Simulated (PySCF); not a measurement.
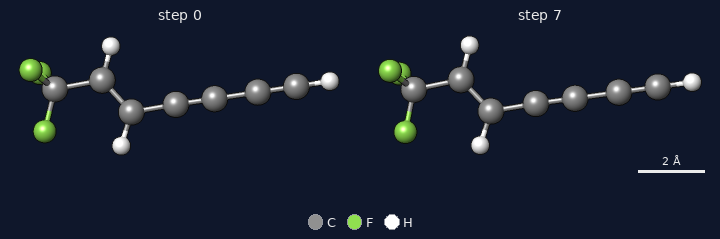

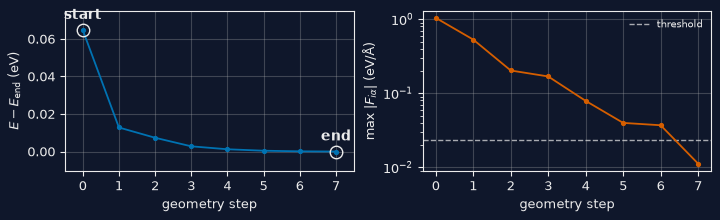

First and last geometry of a relaxation of C$_{7}$H$_{3}$F$_{3}$, with the history of the run. A ball-and-stick model, seen face on.

The start comes from GFN2-xTB.

Theory: PBE0-D3(BJ)/def2-SVP geometry optimisation, gas phase in PySCF. 

Question: Read the history and describe the run.

Answer: It converged. After 7 geometry steps the energy has fallen by 0.065 eV. Largest force component: 1 eV/Å at the start, 0.011 eV/Å at the end. An H atom moves most after the best rigid fit: 0.078 Å. Largest moves by element: H 0.078 Å, C 0.046 Å, F 0.033 Å. Some distances before and after: C–H 1.049 → 1.075 Å, C–C 1.398 → 1.413 Å, C–C 1.354 → 1.367 Å, C–H 1.079 → 1.093 Å. The run took of the order of 90 core-seconds on a shared host.

| step | E − E(0), eV | largest force component, eV/Å |
| --- | --- | --- |
| 0 | 0.0000 | 1.0439 |
| 1 | -0.0520 | 0.5312 |
| 2 | -0.0574 | 0.2033 |
| 3 | -0.0620 | 0.1689 |
| 4 | -0.0636 | 0.0790 |
| 5 | -0.0643 | 0.0399 |
| 6 | -0.0647 | 0.0370 |
| 7 | -0.0648 | 0.0112 |
